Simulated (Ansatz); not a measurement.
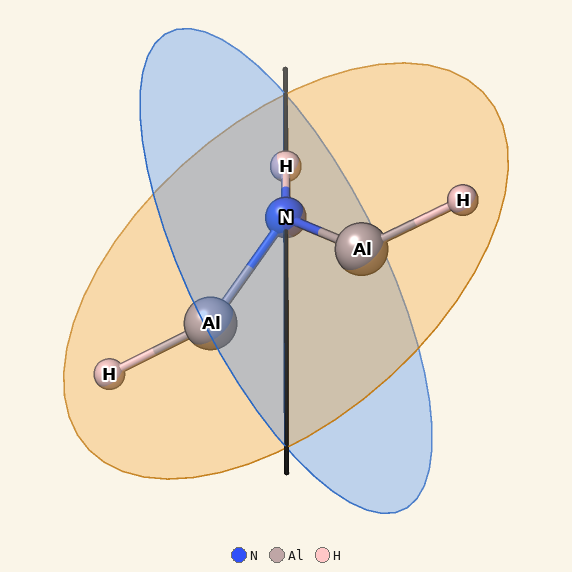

All proper rotation axes (lines) and mirror planes (discs) of the structure are drawn in. Atoms fade into the background with distance from the viewer. The geometry was computed by an optimisation with PBE0-D4/def2-TZVP. No frequency run is at hand to confirm it as a minimum.

**What is the order of each axis, and which point group results?**

It has 1 C2 axis and 2 mirror planes. Point group C2v. The group has 4 operations. The geometry is achiral, and symmetry allows a dipole moment.
